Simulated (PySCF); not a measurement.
# SiH3O (SMILES O[SiH2]): U-r2SCAN/STO-3G

What is the vertical doublet–quartet gap of SiH3O at U-r2SCAN/STO-3G? The job is set up through a Python script.

The calculation is run with PySCF 2.14.0.

10 further runs of the same task are left out: 10 set aside as unsound or not needed.

## Step 1: The system as given

The species is SiH3O (5 atoms), meant as a doublet with charge 0. SMILES: `O[SiH2]`. The coordinates come from a GFN2-xTB relaxation. This is one conformer, not always the lowest.

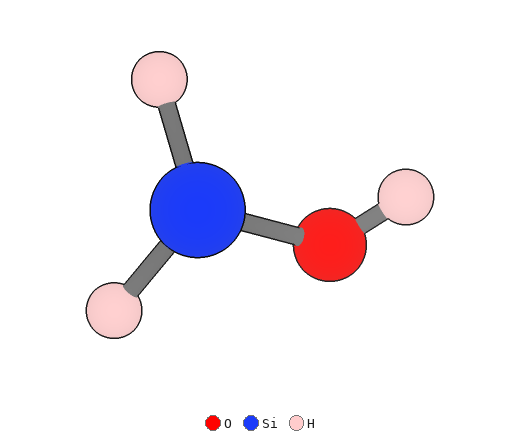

The structure, seen from a chosen angle (oxygen red, silicon blue, hydrogen pink).

## Step 2: A single-point energy at U-r2SCAN/STO-3G

The input, input.py:

```python
# O[SiH2]
from pyscf import gto, dft

mol = gto.M(
    atom='''
O      1.053163    -0.819688     1.508871
Si     0.003647     0.646192    -1.009000
H      1.371355    -2.590172     1.539749
H     -2.352369    -0.479197    -1.891162
H     -0.075797     3.242846    -0.148457
''',
    basis='sto-3g',
    unit='bohr',
    verbose=3,
    spin=1,
    max_memory=1860,
)

ks = dft.UKS(mol)
ks.xc = 'r2scan'
ks.conv_tol = 1e-10
ks.grids.level = 5
ks.kernel()
if not ks.converged:
    ks = ks.newton().run(ks.mo_coeff, ks.mo_occ)

energy = ks.e_tot
print('E = %.10f Eh' % energy)
```

Launch:

```sh
$ OMP_NUM_THREADS=1 python input.py
```

Standard output:

```text
WARN: HOMO -0.110639356845909 >= LUMO -0.110639356845908

converged SCF energy = -361.976602220829  <S^2> = 0.75063504  2S+1 = 2.0006349
E = -361.9766022208 Eh
```

It took 5.1 s on 1 thread of Arm Neoverse V2, shared host; peak memory 0.21 GiB.

## Step 3: The quartet

The input, calc.py:

```python
from pyscf import gto, dft

mol = gto.Mole()
mol.atom = '''
O    0.557310  -0.433760   0.798460
Si   0.001930   0.341950  -0.533940
H    0.725690  -1.370660   0.814800
H   -1.244820  -0.253580  -1.000760
H   -0.040110   1.716040  -0.078560
'''
mol.spin = 3
mol.basis = 'sto-3g'
mol.verbose = 3
mol.max_memory = 1860
mol.build()

ks = dft.UKS(mol)
ks.xc = 'r2scan'
ks.conv_tol = 1e-10
ks.grids.level = 5
ks.kernel()
if not ks.converged:
    ks = ks.newton().run(ks.mo_coeff, ks.mo_occ)

etot = ks.e_tot
print('E = %.10f Eh' % etot)
```

Launch:

```sh
$ OMP_NUM_THREADS=1 python calc.py
```

Standard output:

```text
WARN: HOMO 0.149112314463284 >= LUMO -0.342337845766567

WARN: HOMO 0.275877397004249 >= LUMO 0.159763769839131

WARN: HOMO 0.260611467092706 >= LUMO -0.03249022185857

WARN: HOMO 0.226647205982191 >= LUMO -0.0974383986474533

WARN: HOMO 0.22297482405184 >= LUMO -0.0945187638203479

WARN: HOMO 0.210763384159342 >= LUMO -0.100558050263607

WARN: HOMO 0.204446215012024 >= LUMO -0.105108573324313

WARN: HOMO 0.20342945104955 >= LUMO -0.107078167735817

WARN: HOMO 0.202865887453635 >= LUMO -0.107776371430742

WARN: HOMO 0.202768593097047 >= LUMO -0.107883032470667

WARN: HOMO 0.202750314583037 >= LUMO -0.107879955782961

WARN: HOMO 0.202729591729207 >= LUMO -0.107890922962625

WARN: HOMO 0.202724198290931 >= LUMO -0.107894987425016

WARN: HOMO 0.202726179063829 >= LUMO -0.1078941796169

WARN: HOMO 0.202726187189642 >= LUMO -0.107894176141751

WARN: HOMO 0.202726202965327 >= LUMO -0.107894153804351

converged SCF energy = -361.623069631636  <S^2> = 3.7514807  2S+1 = 4.0007403
E = -361.6230696316 Eh
```

It took 6.9 s on 1 thread of Arm Neoverse V2, shared host; peak memory 0.21 GiB.

## Step 4: Summary of results

Level: U-r2SCAN/STO-3G.

| quantity | value |
| --- | --- |
| doublet: total energy | -361.97660 Eh |
| doublet: dipole moment | 1.36 D |
| doublet: HOMO energy (highest over α and β) | -0.78 eV |
| doublet: LUMO energy (lowest over α and β) | 1.47 eV |
| doublet: ⟨S²⟩ | 0.751 |
| quartet: total energy | -361.62307 Eh |
| quartet: dipole moment | 1.13 D |
| quartet: ⟨S²⟩ | 3.751 |
| vertical energy of the quartet above the doublet | 9.620 eV |

What this shows: At this shape the quartet lies 9.62 eV (222 kcal/mol) above the doublet. In a minimal basis such a difference can be off by several eV, whatever the method. Mulliken charges (quartet) run from -0.14 on H5 to +0.29 on Si2; they depend strongly on the basis.
